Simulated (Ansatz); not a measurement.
BN2H8F: geometry relaxation

- system: BN2H8F
- method: RKS PBE-D4/6-31G* (Ansatz 0.2.0)

The input holds or restrains some coordinates. It belongs to a series of runs on one base structure; here: pulled along the bonds that form and break, towards end A. Figures and captions count atoms from 1; the log counts them from 0 in places.

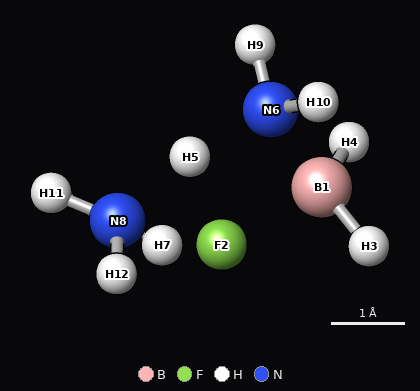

**Figure 1.** The starting structure (ball-and-stick view, seen at a tilt; atoms are numbered from 1 in the order of the input). Bond lengths as drawn: B–H 1.17 Å and H–N 1.01 Å.

### Results in brief

```csv
quantity,value
outcome,converged under the restraints of the input
total energy,−6496.2386 eV
mean-field energy,−6496.1101 eV
"largest force (length of the vector) at the end, held atoms and coordinates included",1.029 eV/Å
hardware,"2 threads of Arm Neoverse V2, 24 GiB of memory available, shared host"
wall time,13 s (CPU time 25 s)
peak memory,0.12 GiB
```

### The input
```yaml
crystal:
  periodic: [false, false, false]
  atoms:
    - { symbol: B, position_ang: [-1.3119, -0.6331, -0.5249] }
    - { symbol: F, position_ang: [0.0613, -0.6718, -1.4891] }
    - { symbol: H, position_ang: [-1.9477, 0.2637, -0.9198] }
    - { symbol: H, position_ang: [-1.7168, -1.7283, -0.4907] }
    - { symbol: H, position_ang: [0.5555, 0.445, 0.6812] }
    - { symbol: "N", position_ang: [-0.5746, -0.1763, 1.0523] }
    - { symbol: H, position_ang: [0.9092, 0.0534, -1.0285] }
    - { symbol: "N", position_ang: [1.555, 0.8046, -0.135] }
    - { symbol: H, position_ang: [-0.375, -1.01, 1.584] }
    - { symbol: H, position_ang: [-1.215, 0.4172, 1.556] }
    - { symbol: H, position_ang: [2.4697, 0.4568, 0.1] }
    - { symbol: H, position_ang: [1.5903, 1.7787, -0.3855] }
basis:
  gaussian: { orbitals: "6-31G*" }
hamiltonian:
  xc: pbe
  dispersion: d4
relax:
  f_tol: 0.15
  max_steps: 25
  restrain:
    - { distance: [0, 5], at: 2.85, k: 30.0 }
    - { distance: [4, 7], at: 2.32, k: 30.0 }
    - { distance: [6, 1], at: 2.18, k: 30.0 }
    - { distance: [0, 1], at: 1.41, k: 30.0 }
    - { distance: [4, 5], at: 1.02, k: 30.0 }
    - { distance: [6, 7], at: 1.02, k: 30.0 }
```

Launched with:
```bash
ansatz run input.yaml --threads 2 --pin off --max-ram 3072MiB --backend cpu --events-out ev --progress --plain --runs-dir out
```

### The program's output
```
The last accepted step is kept in [file] (removed where the run ends without a failure and the disk answers)
Engine: ansatz 0.2.0, aarch64-unknown-linux-gnu
Functional definition: PBE
  parameter kappa = 0.804
  parameter beta = 0.06672455060314922
  exchange = pbe_x(kappa = kappa, mu = beta*pi^2/3)
  correlation = pbe_c(beta = beta)
1001 factors; their error is unknown
mean field evaluation 1: about -6485.8838 eV, gradient 7.2e1 eV
mean field evaluation 2: about -6467.2195 eV, gradient 1.1e2 eV
mean field evaluation 4: about -6495.9005 eV, gradient 7.4e0 eV
mean field evaluation 8: about -6495.9884 eV, gradient 2.4e-1 eV
mean field evaluation 16: about -6495.9378 eV, gradient 7.3e-5 eV
mean field -6495.93778874 eV, -238.7213106315 hartree, gradient 9.0e-6 eV, S^2 0.000000; 0 other end points of the search recorded, 0 dependent functions left out
the calculation of the forces begins
reference -6495.93781519 eV, -238.7213116034 hartree; 18, 18 occupied and 58, 58 virtual orbitals, 1001 factors
relax step   1: F+E_penalty+E_count = -6496.09315750 eV  Δ(F+E_penalty+E_count) = +0.000e0 eV  max|allowed force component| = 3.159e0 eV/Å  E_restraint = 49.27063210 eV  max|allowed force component, restraints' pulls added| = 3.089e1 eV/Å  Δτ_max = 0.0000 Å  (27 SCF iters, accepted)
  distance B 0 - N 5 = 1.8000 Å
  distance H 4 - N 7 = 1.3396 Å
  distance H 6 - F 1 = 1.2071 Å
  distance B 0 - F 1 = 1.6783 Å
  distance H 4 - N 5 = 1.3420 Å
  distance H 6 - N 7 = 1.3341 Å
these checks for a lower state are left out or cut short: starts, cluster_reference, orbital_swaps, neighbouring_geometries, increment
1001 factors; their error is unknown
mean field -6496.13414130 eV, -238.7285264551 hartree, gradient 7.9e-6 eV, S^2 0.000000; 0 other end points of the search recorded, 0 dependent functions left out
[... from here on the field's lines of each further geometry are left out, up to the last ...]
relax step   2: F+E_penalty+E_count = -6496.28479591 eV  Δ(F+E_penalty+E_count) = -1.916e-1 eV  max|allowed force component| = 3.712e0 eV/Å  E_restraint = 20.09422011 eV  max|allowed force component, restraints' pulls added| = 2.046e1 eV/Å  Δτ_max = 0.1947 Å  (33 SCF iters, accepted)
relax step   3: F+E_penalty+E_count = -6495.95986219 eV  Δ(F+E_penalty+E_count) = +3.249e-1 eV  max|allowed force component| = 3.591e0 eV/Å  E_restraint = 4.77010482 eV  max|allowed force component, restraints' pulls added| = 1.063e1 eV/Å  Δτ_max = 0.1948 Å  (35 SCF iters, accepted)
relax step   4: F+E_penalty+E_count = -6495.95694316 eV  Δ(F+E_penalty+E_count) = +2.919e-3 eV  max|allowed force component| = 1.119e0 eV/Å  E_restraint = 0.21200213 eV  max|allowed force component, restraints' pulls added| = 2.518e0 eV/Å  Δτ_max = 0.1997 Å  (36 SCF iters, accepted)
relax step   5: F+E_penalty+E_count = -6495.86557334 eV  Δ(F+E_penalty+E_count) = +9.137e-2 eV  max|allowed force component| = 2.122e0 eV/Å  E_restraint = 0.03644938 eV  max|allowed force component, restraints' pulls added| = 1.811e0 eV/Å  Δτ_max = 0.1981 Å  (34 SCF iters, accepted)
relax step   6: F+E_penalty+E_count = -6496.09559035 eV  Δ(F+E_penalty+E_count) = -2.300e-1 eV  max|allowed force component| = 1.603e0 eV/Å  E_restraint = 0.01838205 eV  max|allowed force component, restraints' pulls added| = 1.624e0 eV/Å  Δτ_max = 0.1945 Å  (35 SCF iters, accepted)
relax step   7: F+E_penalty+E_count = -6496.23171904 eV  Δ(F+E_penalty+E_count) = -1.361e-1 eV  max|allowed force component| = 9.403e-1 eV/Å  E_restraint = 0.01911026 eV  max|allowed force component, restraints' pulls added| = 7.310e-2 eV/Å  Δτ_max = 0.0864 Å  (28 SCF iters, accepted)
relax step   8: F+E_penalty+E_count = -6496.21957958 eV  Δ(F+E_penalty+E_count) = +1.214e-2 eV  max|allowed force component| = 1.069e0 eV/Å  E_restraint = 0.02839043 eV  max|allowed force component, restraints' pulls added| = 8.878e-1 eV/Å  Δτ_max = 0.1907 Å  (28 SCF iters, rejected (line search))
relax step   9: F+E_penalty+E_count = -6496.23750411 eV  Δ(F+E_penalty+E_count) = -5.785e-3 eV  max|allowed force component| = 9.142e-1 eV/Å  E_restraint = 0.02096900 eV  max|allowed force component, restraints' pulls added| = 3.000e-1 eV/Å  Δτ_max = 0.0924 Å  (29 SCF iters, accepted)
the calculation of the forces begins
reference -6496.11008953 eV, -238.7276425687 hartree; 18, 18 occupied and 58, 58 virtual orbitals, 1001 factors
relax step  10: F+E_penalty+E_count = -6496.23859180 eV  Δ(F+E_penalty+E_count) = -1.088e-3 eV  max|allowed force component| = 9.696e-1 eV/Å  E_restraint = 0.01934901 eV  max|allowed force component, restraints' pulls added| = 1.765e-2 eV/Å  Δτ_max = 0.0304 Å  (30 SCF iters, accepted)
  distance B 0 - N 5 = 2.8434 Å
  distance H 4 - N 7 = 2.3225 Å
  distance H 6 - F 1 = 2.1801 Å
  distance B 0 - F 1 = 1.3753 Å
  distance H 4 - N 5 = 1.0254 Å
  distance H 6 - N 7 = 1.0230 Å
1001 factors; their error is unknown
mean field evaluation 96: about -6496.1597 eV, gradient 7.1e-2 eV
```

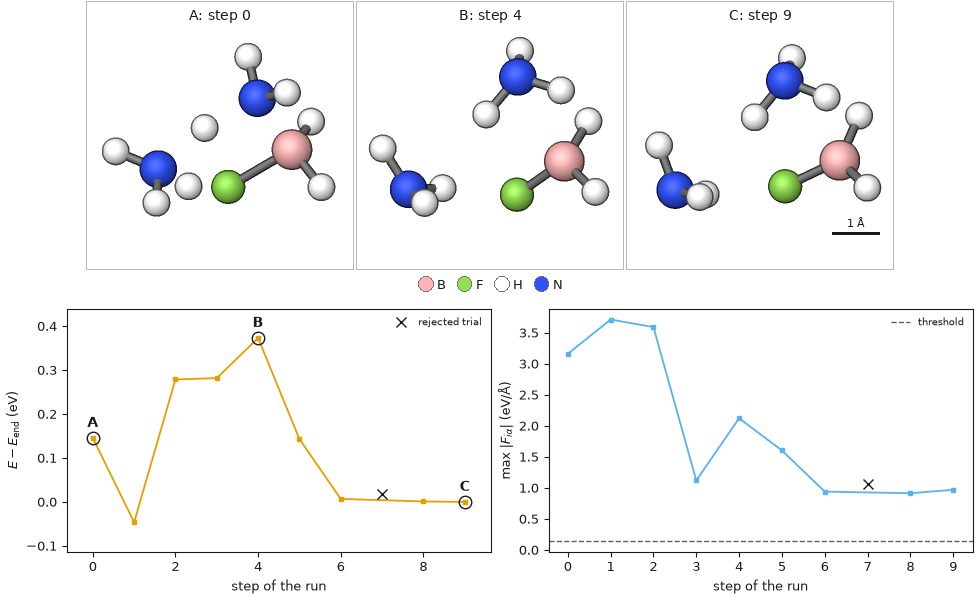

**Figure 2.** Frames of the restrained relaxation (ball-and-stick view, seen at a tilt) above the curves, on which the letters mark them (the first geometry is step 0 here and step 1 in the log).

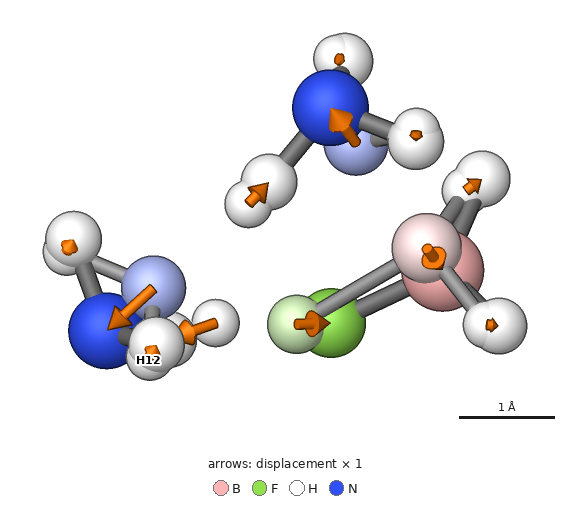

**Figure 3.** Start (faint) and end (solid) with the displacements as orange arrows, at true length (ball-and-stick view, seen at a tilt). The two geometries are laid on each other by the best rigid fit. The largest move after the best rigid fit is that of N8, 0.67 Å. Largest moves by element: N 0.67 Å, H 0.58 Å, B 0.44 Å, F 0.44 Å. Among the contacts that change: H5–N6 1.342 → 1.025 Å, H7–N8 1.334 → 1.023 Å, B1–F2 1.678 → 1.375 Å, B1–H3 1.168 → 1.205 Å. New bonds form: H5–N6 (1.34 → 1.03 Å), H7–N8 (1.33 → 1.02 Å). Among the angles that change: F2–B1–H3 105.6° → 117.3°, H11–N8–H12 111.1° → 107.3°, H3–B1–H4 122.8° → 125.3°. Over 9 geometry steps the energy falls by 0.145 eV. The largest force component goes from 3.2 to 0.97 eV/Å. The line search rejected the trial step at point 7 (counted from 0) and went back. (Atoms are counted from 1 in the order of the input.)

```
mean field -6496.11006188 eV, -238.7276415524 hartree, gradient 1.8e-5 eV, S^2 0.000000; 1 other end points of the search recorded, 0 dependent functions left out
the calculation of the forces begins
reference -6496.11008953 eV, -238.7276425687 hartree; 18, 18 occupied and 58, 58 virtual orbitals, 1001 factors
Total energy: -6496.23861945 eV, -238.7323659562 hartree
Atom 0 at    -1.474970    -0.799297    -0.898347 Å, force     0.969559    -0.005591    -0.341692 eV/Å
Atom 1 at    -0.297219    -0.888723    -1.602945 Å, force    -0.889149     0.059135     0.514405 eV/Å
Atom 2 at    -2.072103     0.246227    -0.950730 Å, force     0.000110     0.000787     0.002692 eV/Å
Atom 3 at    -1.888306    -1.812022    -0.392591 Å, force     0.002652    -0.003473    -0.002346 eV/Å
Atom 4 at     0.338036     0.259690     0.838200 Å, force     0.048249     0.016708    -0.072282 eV/Å
Atom 5 at    -0.311223    -0.026965     1.578327 Å, force    -0.189738    -0.086370    -0.049400 eV/Å
Atom 6 at     1.403537     0.355045    -1.043241 Å, force    -0.048811    -0.046711    -0.041495 eV/Å
Atom 7 at     2.051528     0.978247    -0.555180 Å, force     0.106832     0.078838    -0.000619 eV/Å
Atom 8 at    -0.456822    -1.038831     1.534041 Å, force    -0.002120    -0.013922     0.000825 eV/Å
Atom 9 at    -1.210513     0.443964     1.446518 Å, force    -0.000486     0.003517    -0.005907 eV/Å
Atom 10 at     2.397437     0.489894     0.276717 Å, force    -0.000663     0.001561    -0.001210 eV/Å
Atom 11 at     1.520618     1.792672    -0.230769 Å, force     0.003566    -0.004478    -0.002971 eV/Å
Dipole moment:    -0.357038    -0.092501     0.134023 e Å
```

### Trajectory as extended XYZ (Å, eV, eV/Å), 10 frames, from step=1 to step=10
```
12
Properties=species:S:1:pos:R:3:forces:R:3 step=1 energy=-6496.09316
B    -1.3119   -0.6331   -0.5249    3.1312   0.7654   1.3409
F     0.0613   -0.6718   -1.4891   -1.5844  -0.4738   0.4794
H    -1.9477    0.2637   -0.9198   -0.5965   0.7495  -0.1815
H    -1.7168   -1.7283   -0.4907   -0.2919  -0.8730   0.0546
H     0.5555    0.4450    0.6812    0.1132  -0.0064  -0.1076
N    -0.5746   -0.1763    1.0523   -0.1543  -0.1412  -3.1594
H     0.9092    0.0534   -1.0285    1.3186   1.4724   1.4611
N     1.5550    0.8046   -0.1350   -2.3461  -1.8734  -0.8500
H    -0.3750   -1.0100    1.5840    0.0099  -0.5155   0.5061
H    -1.2150    0.4172    1.5560   -0.4481   0.3331   0.4780
H     2.4697    0.4568    0.1000    0.7178  -0.1596   0.1543
H     1.5903    1.7787   -0.3855    0.1305   0.7225  -0.1759
12
Properties=species:S:1:pos:R:3:forces:R:3 step=2 energy=-6496.28480
B    -1.3484   -0.6789   -0.7075    3.7122   0.3224   0.0011
F    -0.0642   -0.7639   -1.5389   -2.0490  -0.0302   0.9606
H    -1.9674    0.2803   -0.9349   -0.6617   0.8014  -0.1215
H    -1.7317   -1.7547   -0.4972   -0.6000  -0.9188   0.3689
H     0.4167    0.3961    0.8088   -0.6039  -0.4699   0.5852
N    -0.4934   -0.1258    1.1869   -0.0139   0.0335  -3.0603
H     1.0323    0.1610   -0.9591    1.9658   1.7990   1.3536
N     1.6420    0.8170   -0.2574   -2.6725  -1.9892  -0.7690
H    -0.3723   -1.0247    1.6151    0.2160  -0.4890   0.6186
H    -1.2279    0.4280    1.5858   -0.3879   0.4303   0.6150
H     2.5050    0.4599    0.0964    0.8701  -0.2330  -0.0919
H     1.6093    1.8057   -0.3979    0.2248   0.7433  -0.4604
12
Properties=species:S:1:pos:R:3:forces:R:3 step=3 energy=-6495.95986
B    -1.3845   -0.7330   -0.8912    1.7543   0.1101   0.4847
F    -0.1993   -0.8546   -1.5966   -0.5749   0.2751  -0.0294
H    -1.9756    0.2927   -0.9341   -0.3500   0.3653  -0.2349
H    -1.7446   -1.7717   -0.4845   -0.7115  -0.6540   0.3121
H     0.3083    0.3633    0.9479    3.5911   1.9806  -1.5329
N    -0.4398   -0.0833    1.3218   -3.5653  -2.4156   0.2560
H     1.1764    0.2708   -0.9110   -1.4736  -1.6765  -1.9241
N     1.7310    0.8362   -0.3697    0.9622   1.2769   1.8832
H    -0.3704   -1.0359    1.6280    0.1437  -0.2878   0.3578
H    -1.2409    0.4363    1.6003   -0.6122   0.4300   0.4819
H     2.5241    0.4565    0.0957    0.7212  -0.1808   0.1462
H     1.6151    1.8226   -0.4066    0.1151   0.7766  -0.2006
12
Properties=species:S:1:pos:R:3:forces:R:3 step=4 energy=-6495.95694
B    -1.4391   -0.7878   -1.0021    0.7854   0.0526   0.7360
F    -0.3021   -0.9357   -1.7290   -0.1967   0.3027  -0.0763
H    -1.9918    0.2839   -0.9649   -0.0711  -0.0657  -0.2761
H    -1.8048   -1.7994   -0.4785   -0.4238  -0.1630   0.0164
H     0.3130    0.3956    1.0661    1.1194   0.5162  -0.6852
N    -0.4473   -0.0724    1.4995   -1.0657  -0.6993   0.1744
H     1.2640    0.2991   -0.9714   -0.6798  -0.6167  -0.5051
N     1.8851    0.8964   -0.4816    0.7719   0.6566   0.4494
H    -0.4032   -1.0678    1.6757   -0.0436   0.1118   0.0340
H    -1.3108    0.4259    1.6533   -0.1102  -0.0775   0.0613
H     2.5846    0.4831    0.1250   -0.1680   0.1846  -0.0260
H     1.6525    1.8792   -0.3922    0.0822  -0.2023   0.0972
12
Properties=species:S:1:pos:R:3:forces:R:3 step=5 energy=-6495.86557
B    -1.3634   -0.7685   -0.8959   -0.3444  -0.5330  -2.1219
F    -0.3428   -0.9274   -1.8383   -0.6336   0.3755   1.5837
H    -2.0343    0.2515   -1.0423    0.5523  -0.1042   0.5971
H    -1.8753   -1.8212   -0.5283    0.4932   0.4007   0.4781
H     0.3096    0.3491    0.9618   -0.6713  -0.4881   0.7211
N    -0.3696   -0.0312    1.6770    0.1279   0.4995  -0.9203
H     1.2485    0.2949   -0.9314    0.0839   0.1161   0.0521
N     1.9762    0.9208   -0.5777    0.4350   0.1862   0.3166
H    -0.4091   -1.0581    1.7069   -0.1164   0.3816  -0.1744
H    -1.3001    0.4251    1.6209    0.6153  -0.5022  -0.0846
H     2.5347    0.4997    0.1905   -0.6423   0.3718  -0.4714
H     1.6257    1.8652   -0.3433    0.1003  -0.7037   0.0239
12
Properties=species:S:1:pos:R:3:forces:R:3 step=6 energy=-6496.09559
B    -1.5154   -0.8098   -0.9250    1.6021  -0.0688  -0.5625
F    -0.3132   -0.9269   -1.6460   -1.6029   0.2050   0.9424
H    -2.0821    0.2730   -0.9795    0.1382  -0.4282   0.0339
H    -1.9363   -1.8480   -0.4361    0.0488   0.4062  -0.1390
H     0.3805    0.3446    0.9639   -0.6316  -0.4251   0.2131
N    -0.3642   -0.0502    1.5791    0.0649   0.3781  -0.2411
H     1.3823    0.3365   -1.0381    0.0722   0.2122   0.3471
N     2.0365    0.9649   -0.5538    0.3117   0.0885   0.1520
H    -0.4123   -1.0723    1.5906   -0.0429   0.2586  -0.1819
H    -1.2799    0.4104    1.4766    0.4462  -0.3171  -0.0745
H     2.4985    0.5147    0.2555   -0.4588   0.2332  -0.4416
H     1.6056    1.8629   -0.2871    0.0521  -0.5425  -0.0480
12
Properties=species:S:1:pos:R:3:forces:R:3 step=7 energy=-6496.23172
B    -1.4737   -0.7969   -0.9049    0.9403  -0.0501  -0.4116
F    -0.3127   -0.8993   -1.6351   -0.8437   0.0840   0.5687
H    -2.0661    0.2508   -0.9612   -0.0057   0.0160   0.0333
H    -1.8888   -1.8070   -0.3946    0.0094   0.0129   0.0181
H     0.3581    0.3031    0.9018   -0.0430  -0.0180  -0.1043
N    -0.3332   -0.0252    1.5849   -0.1352  -0.0992   0.0278
H     1.3617    0.3529   -1.0182   -0.0374  -0.0375  -0.0130
N     2.0410    0.9639   -0.5585    0.1378   0.0683  -0.1056
H    -0.4197   -1.0436    1.5520    0.0010   0.0242  -0.0453
H    -1.2458    0.4056    1.4208    0.0243   0.0135  -0.0454
H     2.4188    0.4821    0.2620   -0.0489   0.0366   0.0224
H     1.5605    1.8135   -0.2490    0.0010  -0.0505   0.0550
12
Properties=species:S:1:pos:R:3:forces:R:3 step=8 energy=-6496.21958 accepted=F
B    -1.4757   -0.8025   -0.9137    1.0689   0.0202  -0.1661
F    -0.2881   -0.8931   -1.6046   -0.9520   0.0458   0.4811
H    -2.0590    0.2515   -0.9568   -0.0356  -0.0413  -0.0546
H    -1.8803   -1.8095   -0.3863   -0.0282   0.0157  -0.0890
H     0.2770    0.2289    0.7460   -0.3356  -0.0704   0.4473
N    -0.3113   -0.0227    1.5672   -0.1287  -0.0137  -0.4087
H     1.4181    0.3597   -1.0481   -0.0248  -0.0124  -0.0160
N     2.0611    0.9878   -0.5576    0.0397   0.1893   0.0822
H    -0.4698   -1.0376    1.5786    0.0367   0.1447  -0.0340
H    -1.2269    0.4512    1.5241    0.3475  -0.1210  -0.1141
H     2.4340    0.4931    0.2614   -0.0913   0.0418  -0.0610
H     1.5211    1.7931   -0.2102    0.1034  -0.1988  -0.0670
12
Properties=species:S:1:pos:R:3:forces:R:3 step=9 energy=-6496.23750
B    -1.4637   -0.7973   -0.9022    0.9142  -0.0227  -0.3713
F    -0.2991   -0.8958   -1.6263   -0.8464   0.0673   0.5490
H    -2.0564    0.2503   -0.9553   -0.0076   0.0083   0.0152
H    -1.8757   -1.8057   -0.3866    0.0079  -0.0002  -0.0019
H     0.3224    0.2654    0.8253   -0.1091  -0.0106   0.0903
N    -0.3155   -0.0218    1.5825   -0.1481  -0.1042  -0.1909
H     1.3894    0.3562   -1.0407   -0.0371  -0.0411  -0.0405
N     2.0480    0.9736   -0.5588    0.0685   0.1341   0.0611
H    -0.4510   -1.0375    1.5482    0.0109   0.0660   0.0010
H    -1.2270    0.4366    1.4710    0.1253  -0.0277  -0.0394
H     2.4013    0.4813    0.2691   -0.0298   0.0230  -0.0380
H     1.5274    1.7945   -0.2262    0.0513  -0.0921  -0.0347
12
Properties=species:S:1:pos:R:3:forces:R:3 step=10 energy=-6496.23859
B    -1.4750   -0.7993   -0.8983    0.9696  -0.0056  -0.3417
F    -0.2972   -0.8887   -1.6029   -0.8891   0.0591   0.5144
H    -2.0721    0.2462   -0.9507    0.0001   0.0008   0.0027
H    -1.8883   -1.8120   -0.3926    0.0027  -0.0035  -0.0023
H     0.3380    0.2597    0.8382    0.0482   0.0167  -0.0723
N    -0.3112   -0.0270    1.5783   -0.1897  -0.0864  -0.0494
H     1.4035    0.3550   -1.0432   -0.0488  -0.0467  -0.0415
N     2.0515    0.9782   -0.5552    0.1068   0.0788  -0.0006
H    -0.4568   -1.0388    1.5340   -0.0021  -0.0139   0.0008
H    -1.2105    0.4440    1.4465   -0.0005   0.0035  -0.0059
H     2.3974    0.4899    0.2767   -0.0007   0.0016  -0.0012
H     1.5206    1.7927   -0.2308    0.0036  -0.0045  -0.0030
```
